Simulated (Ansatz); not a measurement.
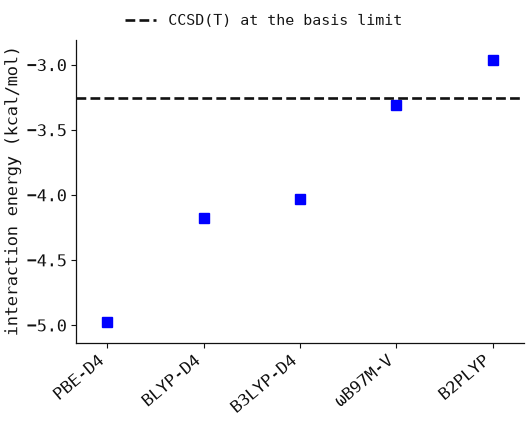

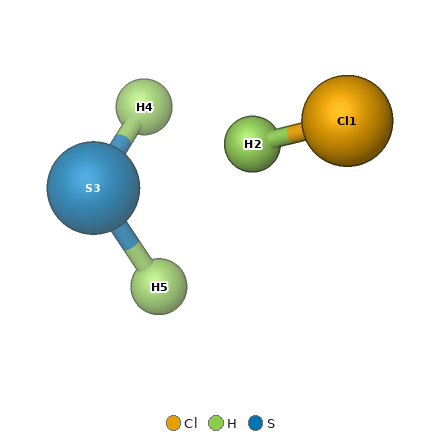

Counterpoise interaction energy of the pair ClH and H₂S (SMILES Cl.S) at one optimised PBE0-D4 geometry, drawn, with the closest contact H2···S3 2.35 Å (H···H pairs aside; other arrangements can bind more strongly; the cost of deforming the partners isn't counted), def2-TZVPPD, the Ansatz code 0.2.0; cores frozen in correlated methods. The line takes HF and MP2 limits from def2-TZVPPD and QZVPPD, and the coupled-cluster step in TZVPPD. B2PLYP holds a correlation term that converges slowly with the basis, so part of the distance to the limit is basis error. No dispersion term is added to B2PLYP.

**Which level comes closest to the line (CCSD(T) at the basis limit), and which misses most?**

Closest ωB97M-V (−3.31 kcal/mol), against −3.26 kcal/mol; farthest PBE-D4 (−4.98 kcal/mol).

**What range do the values span, the line included?**

From −4.98 kcal/mol (PBE-D4) to −2.97 kcal/mol (B2PLYP).
